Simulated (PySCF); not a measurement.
## Electronic structure of CuCl (charge +1, doublet) in real space

```xyz
2

Cu    0.0000    0.0000   -0.7365
Cl    0.0000    0.0000    1.3255
```

The calculation used PySCF 2.14.0, PBE0/cc-pVDZ(-PP), non-relativistic Hamiltonian with scalar-relativistic core potentials where named, at a bond length of 2.062 Å.

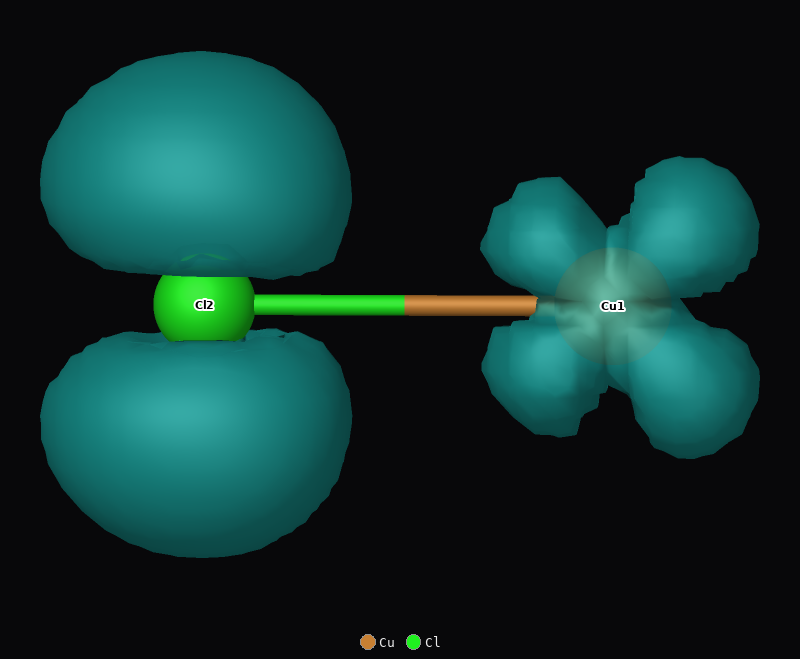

Figure 1. Isosurface of the spin density at +0.05 e/Å³ (teal), seen from one side.

**Where is the unpaired spin?**

The unpaired spin (1 electron) lies mostly on Cl2 (about 0.6) and Cu1 (about 0.4), in electrons by Hirshfeld's partition.

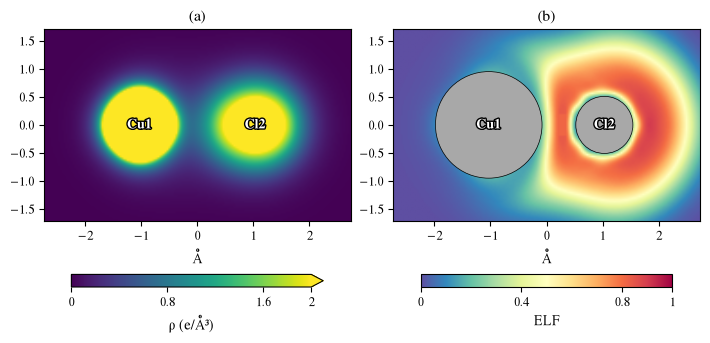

Figure 2. (a) total electron density; (b) electron localisation function on a plane that holds the molecular axis. Grey discs cover the atomic cores in the ELF map.

**What do the fields say about this system?**

The section cuts through Cu and Cl sites.
Cu–Cl (2.06 Å): ρ is about 0.79 e/Å³ halfway; the ELF peaks at about 0.80 in the valence shell of Cl, 0.8 Å from its nucleus, and is about 0.40 at the midpoint.

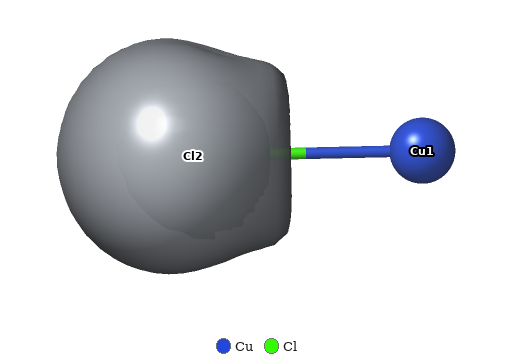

Figure 3. Isosurface of the electron localisation function at 0.75 (grey), seen from one side. Only the valence region is drawn (cores and ρ < 0.01 e/Å³ removed).

**Describe the localisation domains.**

The surface consists of one region wrapped around Cl (its valence shell).
